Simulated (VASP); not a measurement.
Energy against volume of Au (fcc). These are r2SCAN+rVV10, VASP's PBE PAW potentials (set 64) (plane waves; VASP 6.6.1) values and carry that method's errors.

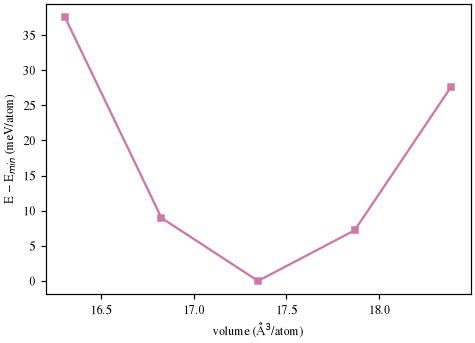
Fig. 1. Energy against volume

Estimate the equilibrium volume and the bulk modulus.

The minimum lies near 17.4 Å³/atom, and the curvature gives B0 of about 160 GPa.

Measured: bulk modulus 182 GPa at 0 K (computed value off by -9.5 %), as given by Daniel Mejia-Rodriguez et al., Physical Review B (2018), arXiv:1807.09216 [0 K value with the zero-point phonon effect removed]; a 4.062 Å at 0 K (computed value off by +1.2 %), as given by Daniel Mejia-Rodriguez et al., Physical Review B (2018), arXiv:1807.09216 [static lattice: zero-point anharmonic expansion removed].

The compound is Au in the fcc structure. It was relaxed first.
